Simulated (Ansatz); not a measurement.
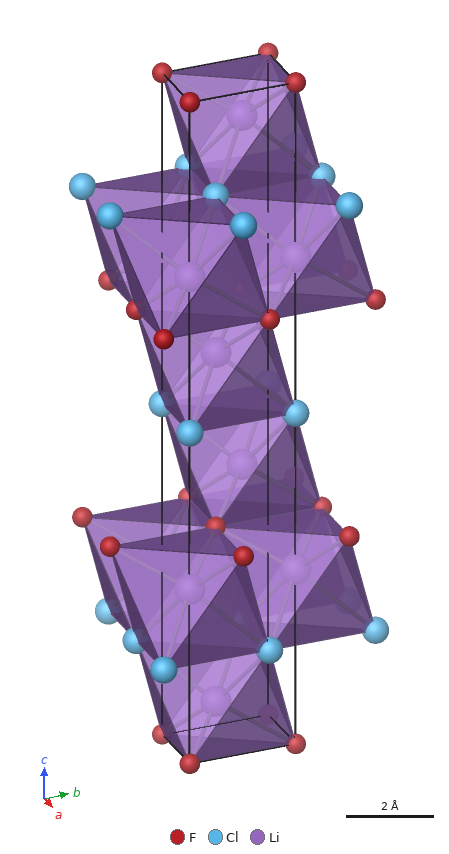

View slightly off an axis, drawn as a polyhedral model. The edges of the conventional unit cell are marked. Some neighbours outside the box are added.

Li$_{2}$ClF, space group R-3m (No. 166), a = 3.250 Å, b = 3.250 Å, c = 15.611 Å, α = 90.00°, β = 90.00°, γ = 120.00°. It goes back to a structure type filled with these elements by a generator (whether the compound takes this form wasn't checked). The cell was then strained or its atoms displaced on purpose. It was run through Ansatz as a DFT input.

This one geometry was computed with Ansatz (DFT, plane waves, PAW) at three levels of theory: PBE, HSE06 and r2SCAN. It was relaxed with r2SCAN and then strained.

Which level gives the highest pressure at this volume, and what does that say about its equilibrium volume?

Highest: PBE (3.3 GPa), which points to the largest equilibrium volume. Lowest, with the smallest volume: HSE06 (2.0 GPa) and r2SCAN (1.7 GPa). Levels within 0.5 GPa of each other can't be told apart.

How does the band gap change with the level of theory?

PBE: a gap of 4.90 eV, direct; r2SCAN: a gap of 5.60 eV, direct; HSE06: a gap of 6.35 eV, direct.

Collect the results in a table.

| level | cutoff (eV) | k-mesh of the run's cell | gap (eV) | pressure (GPa) |
| --- | --- | --- | --- | --- |
| PBE | 420 | 10×10×10 | 4.90 | 3.3 |
| HSE06 | 420 | 6×6×6 | 6.35 | 2.0 |
| r2SCAN | 500 | 10×10×10 | 5.60 | 1.7 |

Gaps are taken on the k-mesh or band path of each run.
